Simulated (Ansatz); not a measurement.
HfO2 (fluorite): energy over volume and axial ratio

HfO2 (fluorite), conventional cell a = b = c = 5.0438 Å, α = β = γ = 90.00°. The calculation uses the primitive cell of 3 atoms, to which meshes and values per cell refer.

Grid over V/V₀ and (c/a)/(c/a)₀, subscript 0 meaning the relaxed cell; the conventional c axis lies along z; no internal relaxation.

All values below come from PBEsol (plane waves to 420 eV, PAW, scalar-relativistic; Ansatz, a first-principles code). k mesh 11×11×11 (Γ-centred), Fermi-Dirac smearing 0.05 eV. Energies are smeared free energies. HfO2 is run without spin polarisation. HfO2 was relaxed with its symmetry unable to fall. Spin-orbit coupling is left out, though Hf is heavy. This is a high-temperature form of HfO2. ΔE is measured from the relaxed starting cell.

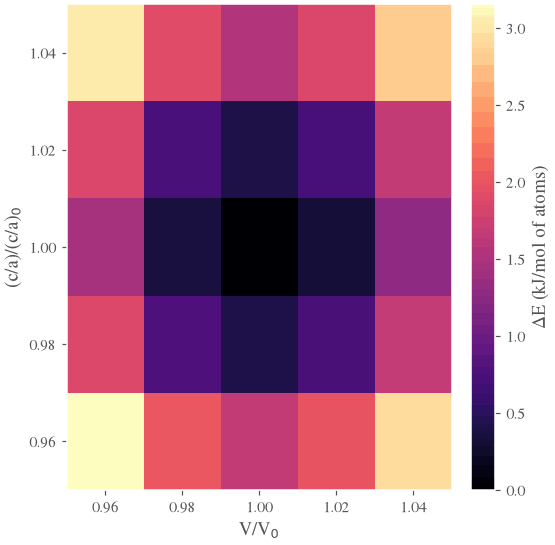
Figure: ΔE (kJ/mol of atoms) over the 5×5 grid of computed points.

The shear modulus C′ = (C11 − C12)/2 (fit, atoms clamped) is 234 GPa. Lowest place on the grid: V/V₀ = 1.000, (c/a)/(c/a)₀ = 1.000 (0.0 meV/atom). Highest place on the grid: V/V₀ = 0.960, (c/a)/(c/a)₀ = 0.960 (32.7 meV/atom).

Near the relaxed cell σzz − σxx = −2Cδ (compression positive), C being this modulus and δ the logarithm of the ratio.

(A scan under strain: stresses follow from slopes of the energy per volume, elastic moduli from its curvatures.)
